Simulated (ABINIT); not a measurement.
HfO2 (Fm-3m): refractive index against wavelength

The refractive index of HfO2 (Fm-3m) below the direct gap (3.92 eV on the mesh) is read from one computed spectrum, n = √(Re ε).

Cell: a, b, c = 3.617, 3.617, 3.617 Å (primitive vectors), 3 atoms.

Method: ABINIT 10.8.3, PBE, independent particles, k-mesh 11×11×11, Lorentzian half width 0.05 eV.

Launch of the response step: `optic optic.abi`. The run took 55 s, its band step included, on 4 threads of AMD EPYC 7R43 64-Core Processor (Zen 3), with other jobs on the host.

| wavelength (nm) | photon energy E (eV) | n |
| --- | --- | --- |
| 1310 | 0.946 | 2.2977 |
| 1064 | 1.165 | 2.3047 |
| 850 | 1.459 | 2.3168 |
| 700 | 1.771 | 2.3332 |
| 633 | 1.959 | 2.3451 |
| 532 | 2.331 | 2.3737 |
| 450 | 2.755 | ? |

In the single-oscillator model n² − 1 = E₀E_d/(E₀² − E²), so 1/(n² − 1) = E₀/E_d − E²/(E₀E_d) is linear in E².

Working, on the rows shown:

| x = E² (eV²) | y = 1/(n² − 1) |
| --- | --- |
| 0.895757 | 0.233676 |
| 1.35784 | 0.23193 |
| 2.12762 | 0.228961 |
| 3.13716 | 0.225032 |
| 3.83641 | 0.222247 |
| 5.43137 | 0.215775 |

Means: x̄ = 2.7977, ȳ = 0.22627. Σ(x − x̄)(y − ȳ) = -0.05628, Σ(x − x̄)² = 14.27. Slope = -0.05628 / 14.27 = -0.003944; intercept = ȳ − slope · x̄ = 0.2373. Turned back into n, the line misses the rows shown by at most 0.00049.

Q: What does the fit predict for the withheld row, and how well does it do?

A: At x = 7.5912 the line gives y = 0.20737, that is 2.4130. The run gave 2.4164, so the extrapolation is off by 0.0034, 3 % of the range in the table.

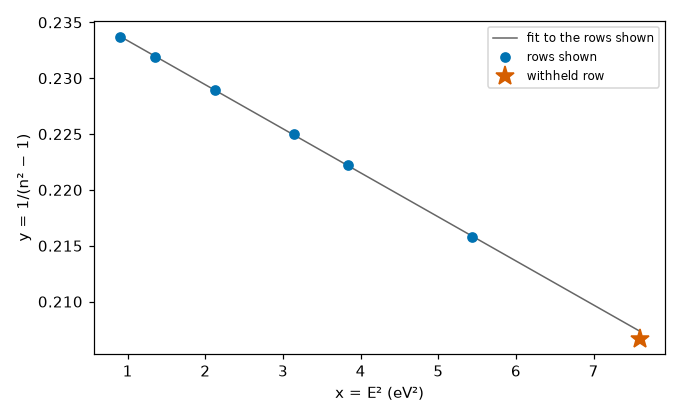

Refitted with all rows, the slope is -0.00403 and the intercept 0.2375. These give E₀ = √(intercept/−slope) = 7.68 eV and E_d = E₀/intercept = 32.3 eV; E₀ is 2.0 times the direct gap. The electronic limit at long wavelengths, without lattice vibrations, is n = √(1 + 1/intercept) = 2.283. Excitons are left out and so are local fields; PBE gaps are as a rule too small. The values come from a sum over the points of one k-mesh and carry its error, which grows as the direct gap shrinks. Spin-orbit coupling is left out.
